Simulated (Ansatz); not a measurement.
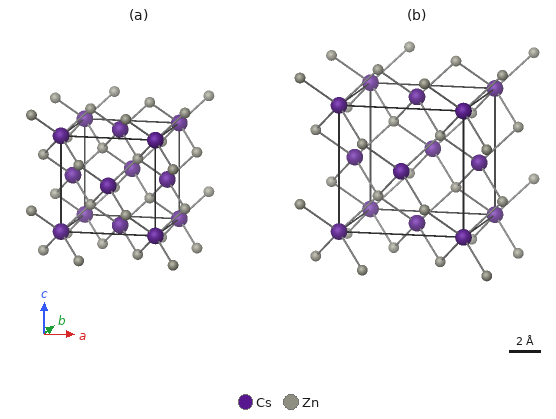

The structure of crystalline CsZn (built on the zinc blende_216 type) (coarse preliminary run) before (left) and after (right) a relaxation, at one scale.

The picture is a ball-and-stick view of the conventional cell (4 times the calculation's cell), seen slightly off an axis. Lengths and directions refer to the drawn axes.

Case: zinc blende type (F-43m, No. 216).

The calculation used DFT PBE, scalar-relativistic, plane waves, PAW (Ansatz 0.2.0).

The input:
```yaml
crystal:
  lattice:
    - [0.0, 3.2155508388, 3.2155508388]
    - [3.2155508388, 0.0, 3.2155508388]
    - [3.2155508388, 3.2155508388, 0.0]
  atoms:
    - { symbol: Cs, position: [0.0, 0.0, 0.0] }
    - { symbol: Zn, position: [0.75, 0.75, 0.75] }
basis:
  ecutwfc: 420
kpoints:
  mp_grid: { grid: [6, 6, 6] }
hamiltonian:
  xc: pbe
scf:
  occupations: { method: gaussian, width: 0.1 }
  lower_state_search: "off"
output:
  forces: true
  stress: true
  eigenvalues: true
relax:
  adjacent_minimum: "off"
  f_tol: 0.04
  max_steps: 70
  cell: { stress_tol: 0.4 }
```

Launched with:
```bash
ansatz run input.yaml --threads 1 --pin off --max-ram 2560MiB --backend cpu --events-out ev --progress --plain --runs-dir out
```

What changed between the two?

Answer. The atoms keep their places relative to the cell (all moves are under 0.005 Å). Cell: a = b = c 6.431 → 8.479 Å (+31.8 %). Volume +129.1 %. Among the contacts that change: Cs1–Zn2 2.785 → 3.671 Å. The space group stays F-43m (No. 216). Over 7 accepted moves (9 points after the start) the energy falls by 2.051 eV per cell of the calculation. All forces vanish by symmetry, so only the cell relaxes. The pressure goes from 15.41 to 0.14 GPa. The SCF was repeated twice at an unchanged geometry on a basis and grid sized afresh for the cell, which shifted the energy by 0.144 eV per cell of the calculation at most. Cost: 39 s on 1 thread of Arm Neoverse V1 (shared host), peak memory 0.4 GiB.
